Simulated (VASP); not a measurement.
Band structure of ZnS (zinc blende). Calculation: AM05 GGA, VASP's PBE PAW potentials (set 64) (plane waves; VASP 6.6.1).

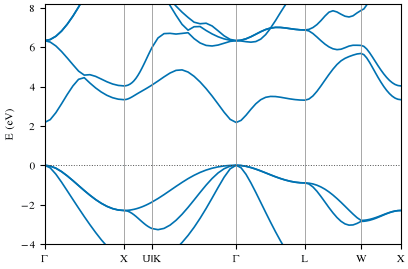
Figure: Bands along high-symmetry lines, zero at the valence-band maximum or, without a gap, the Fermi level

Q: Read the plot: is there a gap, and where are the band edges?

A: The gap is direct, 2.17 eV, from the valence maximum at Γ to the conduction minimum at Γ. (Edges off the drawn lines would not show.)

Measured: gap 3.94 eV (computed value off by -1.77 eV), as given by Wei Chen et al., Physical Review Materials (2018), doi:10.1103/physrevmaterials.2.073803 [zero-point renormalisation of 0.1 eV added back (the table's ZPR column)].

The compound is ZnS in the zinc blende structure. It was relaxed first.
